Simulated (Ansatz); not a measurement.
The starting structures come from a database of crystals and need not be the phases stable at ambient conditions.

 Where the default PAW files enter, the runs use the earlier of Ansatz's two default sets.

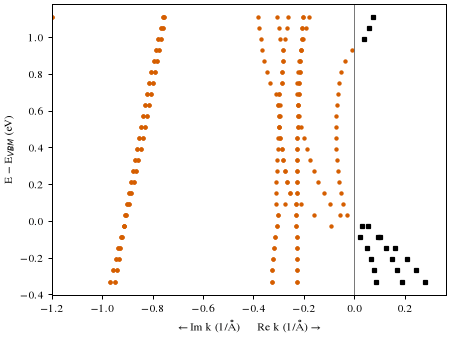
Figure. Complex bands at the centre of the two-dimensional zone; r2SCAN run with Ansatz (an electronic-structure program)

No gap correction and no spin-orbit coupling; mid-gap values are interpolated between computed energies.

This is ZnSnP$_{2}$ (P-4m2, not sure to be the ambient phase, 4 atoms a cell, 22.5 Å³ an atom) along the normal of (111). Read off the slowest decay at the centre of the two-dimensional zone at 0.45 eV, the computed energy nearest the middle of the gap.

κ ≈ 0.07 1/Å, a decay length 1/(2κ) of the density of 6.8 Å.
